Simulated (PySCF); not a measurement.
## What a change does: NMR shielding calculation on C$_{4}$H$_{6}$N$_{2}$

System: C$_{4}$H$_{6}$N$_{2}$.
Method of run 1: GIAO B3LYP/pcSseg-1 NMR shielding, non-relativistic, gas phase (PySCF 2.14.0).

The geometry comes from this level: PBE0-D3(BJ)/def2-SVP. Text and figures count atoms from 1; the logs count them from 0 in places.

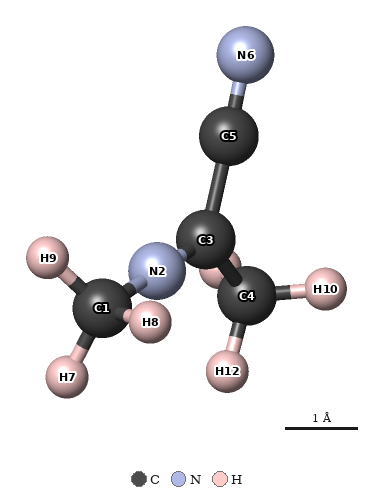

**Figure 1.** The structure as given in the input (ball-and-stick view, seen at a tilt; atoms are numbered from 1 in the order of the input).

**Input file, run 1**
```
{"job": {"kind": "nmr", "xc": "B3LYP", "basis": "pcSseg-1", "pop": false}, "charge": 0, "multiplicity": 1}
C     -1.835030    -0.828954    -0.510716
N     -0.678423    -0.181852    -0.100206
C      0.367197     0.379186     0.247394
C      1.776605    -0.012544    -0.134438
C      0.301209     1.566743     1.134183
N      0.207665     2.489996     1.829070
H     -1.718284    -1.428759    -1.436202
H     -2.132108    -1.532693     0.286914
H     -2.692390    -0.140246    -0.641921
H      2.369820    -0.237754     0.766399
H      2.279767     0.819971    -0.651461
H      1.753972    -0.893094    -0.789015
```

The first line tells a small driver script what to run in PySCF; the rest is the geometry in Å.

Launched with:
```bash
OMP_NUM_THREADS=1 python <driver script> task.json out
```

Hardware: 1 CPU thread, shared host.

**Output (run 1)**
```
coarse grid: 10192 points
cycle   1  E = -265.3251192571  dE =  7.208e-01  |g| = 5.413e-01  |ddm| = 3.160e+00
cycle   2  E = -265.0935658582  dE =  2.316e-01  |g| = 1.178e+00  |ddm| = 1.333e+00
cycle   3  E = -265.3875170579  dE = -2.940e-01  |g| = 1.656e-01  |ddm| = 9.421e-01
cycle   4  E = -265.3932637721  dE = -5.747e-03  |g| = 5.931e-02  |ddm| = 1.497e-01
cycle   5  E = -265.3938085414  dE = -5.448e-04  |g| = 3.418e-02  |ddm| = 6.974e-02
cycle   6  E = -265.3940697444  dE = -2.612e-04  |g| = 5.025e-03  |ddm| = 3.184e-02
cycle   7  E = -265.3940754852  dE = -5.741e-06  |g| = 9.646e-04  |ddm| = 4.686e-03
final grid: 99048 points
cycle   8  E = -265.4408169670  dE = -1.925e-05  |g| = 4.679e-03  |ddm| = 1.524e-02
cycle   9  E = -265.4408151040  dE =  1.863e-06  |g| = 5.468e-03  |ddm| = 8.044e-03
cycle  10  E = -265.4408221972  dE = -7.093e-06  |g| = 9.806e-04  |ddm| = 4.439e-03
cycle  11  E = -265.4408223922  dE = -1.950e-07  |g| = 2.654e-04  |ddm| = 7.701e-04
cycle  12  E = -265.4408224057  dE = -1.352e-08  |g| = 1.007e-04  |ddm| = 2.588e-04
cycle  13  E = -265.4408224075  dE = -1.779e-09  |g| = 4.811e-05  |ddm| = 1.068e-04
cycle  14  E = -265.4408224080  dE = -4.817e-10  |g| = 9.787e-06  |ddm| = 4.601e-05
converged SCF energy = -265.4408224080

GIAO shielding tensors (ppm)
atom      isotropic    diamagn.    paramagn.     s11        s22        s33       span
  0 C      142.741     243.362    -100.622    131.242    134.218    162.762     31.520
  1 N     -200.029     333.625    -533.653   -826.077   -128.200    354.191   1180.268
  2 C       57.910     253.077    -195.167    -24.222     87.831    110.121    134.343
  3 C      145.326     248.003    -102.677    124.120    126.018    185.840     61.720
  4 C       65.006     261.579    -196.573    -56.862    -36.770    288.650    345.513
  5 N      -19.135     341.031    -360.166   -177.631   -164.208    284.432    462.063
  6 H       26.391      28.146      -1.755     21.996     26.062     31.115      9.119
  7 H       26.498      27.720      -1.221     23.984     25.476     30.036      6.052
  8 H       26.356      27.597      -1.240     22.288     26.070     30.711      8.423
  9 H       29.105      28.241       0.864     26.940     28.221     32.154      5.213
 10 H       29.114      28.199       0.915     26.924     28.214     32.203      5.278
 11 H       29.941      29.947      -0.005     26.870     28.516     34.438      7.569
```

For run 2 the input was changed thus:
```diff
-C     -1.835030    -0.828954    -0.510716
-N     -0.678423    -0.181852    -0.100206
-C      0.367197     0.379186     0.247394
-C      1.776605    -0.012544    -0.134438
-C      0.301209     1.566743     1.134183
-N      0.207665     2.489996     1.829070
-H     -1.718284    -1.428759    -1.436202
-H     -2.132108    -1.532693     0.286914
-H     -2.692390    -0.140246    -0.641921
-H      2.369820    -0.237754     0.766399
-H      2.279767     0.819971    -0.651461
-H      1.753972    -0.893094    -0.789015
+C     -1.784558    -0.659239    -0.337160
+N     -0.361106    -0.792308    -0.420160
+C      0.420466     0.098577     0.035855
+C      1.908793    -0.040512    -0.050316
+C     -0.063129     1.319551     0.675221
+N     -0.434649     2.292278     1.184191
+H     -2.203023    -0.716033    -1.354915
+H     -2.187821    -1.528893     0.206200
+H     -2.143371     0.266868     0.148535
+H      2.359600    -0.022835     0.954292
+H      2.345094     0.795543    -0.618984
+H      2.146578    -0.989561    -0.546154
```

What does this change do to the results?

With the same method and basis, run 2 lies 25.4 kcal/mol lower. The HOMO goes from −6.28 to −7.83 eV. The LUMO goes from −1.60 to −1.93 eV. The dipole moment goes from 4.20 to 2.09 D. Of all shieldings, the largest change is that of N6, by −44.9 ppm. The number of SCF iterations is the same.

**Output (run 2)**
```
coarse grid: 10192 points
cycle   1  E = -265.3679308028  dE =  6.482e-01  |g| = 5.317e-01  |ddm| = 3.142e+00
cycle   2  E = -265.1334956229  dE =  2.344e-01  |g| = 1.178e+00  |ddm| = 1.429e+00
cycle   3  E = -265.4297492267  dE = -2.963e-01  |g| = 1.534e-01  |ddm| = 9.704e-01
cycle   4  E = -265.4344670395  dE = -4.718e-03  |g| = 6.335e-02  |ddm| = 1.437e-01
cycle   5  E = -265.4351222555  dE = -6.552e-04  |g| = 3.480e-02  |ddm| = 6.642e-02
cycle   6  E = -265.4353916444  dE = -2.694e-04  |g| = 4.799e-03  |ddm| = 3.013e-02
cycle   7  E = -265.4353967731  dE = -5.129e-06  |g| = 9.547e-04  |ddm| = 4.944e-03
final grid: 99048 points
cycle   8  E = -265.4813693269  dE = -2.009e-05  |g| = 4.474e-03  |ddm| = 1.778e-02
cycle   9  E = -265.4813678393  dE =  1.488e-06  |g| = 5.131e-03  |ddm| = 7.407e-03
cycle  10  E = -265.4813741153  dE = -6.276e-06  |g| = 8.846e-04  |ddm| = 4.138e-03
cycle  11  E = -265.4813742772  dE = -1.619e-07  |g| = 2.581e-04  |ddm| = 8.054e-04
cycle  12  E = -265.4813742891  dE = -1.188e-08  |g| = 1.062e-04  |ddm| = 2.413e-04
cycle  13  E = -265.4813742910  dE = -1.951e-09  |g| = 5.246e-05  |ddm| = 1.130e-04
cycle  14  E = -265.4813742916  dE = -5.934e-10  |g| = 9.708e-06  |ddm| = 4.225e-05
converged SCF energy = -265.4813742916

GIAO shielding tensors (ppm)
atom      isotropic    diamagn.    paramagn.     s11        s22        s33       span
  0 C      130.305     246.858    -116.553    109.120    113.282    168.513     59.394
  1 N     -157.895     328.619    -486.514   -549.487   -177.186    252.989    802.476
  2 C       33.356     255.018    -221.662    -70.274     69.466    100.876    171.150
  3 C      150.285     246.192     -95.907    133.062    134.230    183.563     50.501
  4 C       66.384     262.615    -196.231    -52.213    -40.937    292.302    344.515
  5 N      -64.071     341.448    -405.519   -225.077   -192.547    225.410    450.487
  6 H       27.584      28.586      -1.002     24.975     26.010     31.766      6.791
  7 H       27.584      28.610      -1.026     24.973     26.011     31.767      6.794
  8 H       27.679      30.547      -2.867     24.968     28.531     29.539      4.570
  9 H       29.164      27.832       1.332     26.304     27.910     33.277      6.973
 10 H       29.163      27.807       1.357     26.303     27.910     33.277      6.973
 11 H       29.114      28.657       0.457     25.749     27.516     34.078      8.329
```

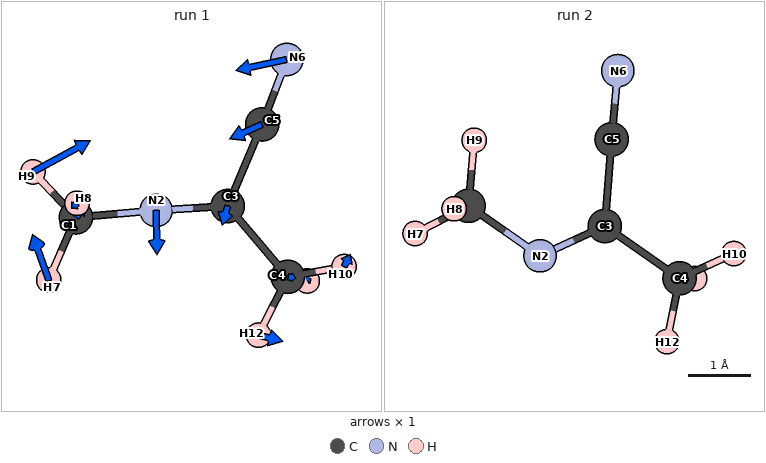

**Figure 2.** The two input geometries at one scale (ball-and-stick view, seen at a tilt). The blue arrows on the first give the shifts of the atoms after the best rigid fit, at true length. The largest move after the best rigid fit is that of an H atom, 1.08 Å. Largest moves by element: H 1.08 Å, N 0.86 Å, C 0.60 Å. Among the contacts that change: C–N 1.387 → 1.432 Å, C–N 1.236 → 1.270 Å, C–C 1.484 → 1.461 Å, C–C 1.512 → 1.497 Å.

**The two runs side by side**

| quantity | run 1 | run 2 |
| --- | --- | --- |
| outcome | converged | converged |
| total energy (hartree) | −265.440822 | −265.481374 |
| HOMO (eV) | −6.28 | −7.83 |
| LUMO (eV) | −1.60 | −1.93 |
| dipole moment (D) | 4.20 | 2.09 |
| shielding of C1 (ppm) | 142.7 | 130.3 |
| shielding of N2 (ppm) | −200.0 | −157.9 |
| shielding of C3 (ppm) | 57.9 | 33.4 |
| shielding of C4 (ppm) | 145.3 | 150.3 |
| shielding of C5 (ppm) | 65.0 | 66.4 |
| shielding of N6 (ppm) | −19.1 | −64.1 |
| shielding of H9 (ppm) | 26.4 | 27.7 |
| SCF iterations | 14 | 14 |
| basis functions | 132 | 132 |
| wall time (shared host) | 8.8 s | 9.1 s |
